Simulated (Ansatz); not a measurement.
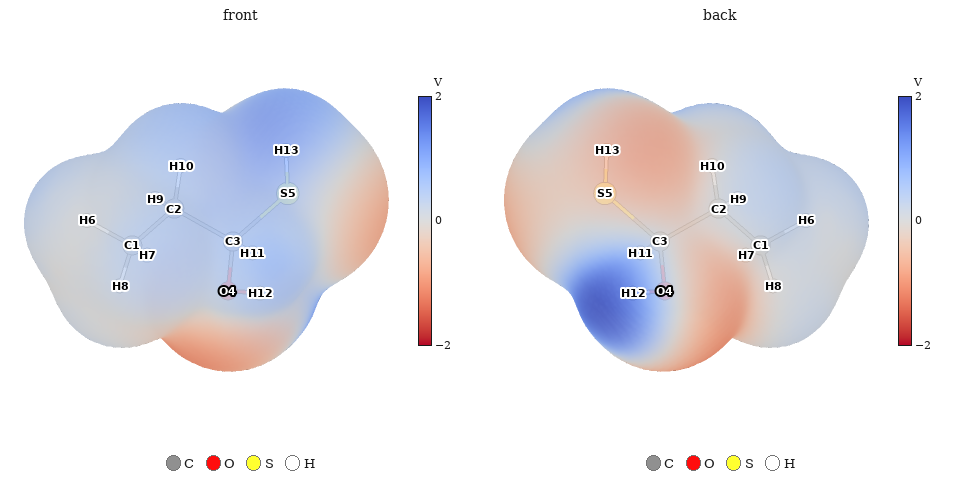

*C₃H₈OS (SMILES CCC(O)S). The molecular electrostatic potential painted on the density surface at 0.001 e/bohr³, seen from the front and from behind; the colour scale runs from red (negative) to blue (positive).*

All numbers below come from SCF B3LYP, Gaussian basis in Ansatz.

```xyz
13

C    -1.2537    0.9927    0.3125
C     0.0711    0.6480   -0.2278
C     0.3904   -0.7987    0.0866
O    -0.4172   -1.6609   -0.5436
S     2.1021   -1.2082   -0.4758
H    -1.5112    2.1038    0.0725
H    -1.3288    0.9102    1.3903
H    -2.0513    0.4489   -0.1649
H     0.0764    0.8228   -1.2712
H     0.8187    1.3327    0.2318
H     0.3571   -0.9772    1.2001
H     0.0849   -2.3700   -0.8947
H     2.6820   -0.2788    0.2992
```

Q: Describe the electrostatic potential map.

A: The most negative region (about −1.0 V) lies over O4, the most positive (about +1.8 V) over H12. O4 is the likeliest acceptor of a hydrogen bond.
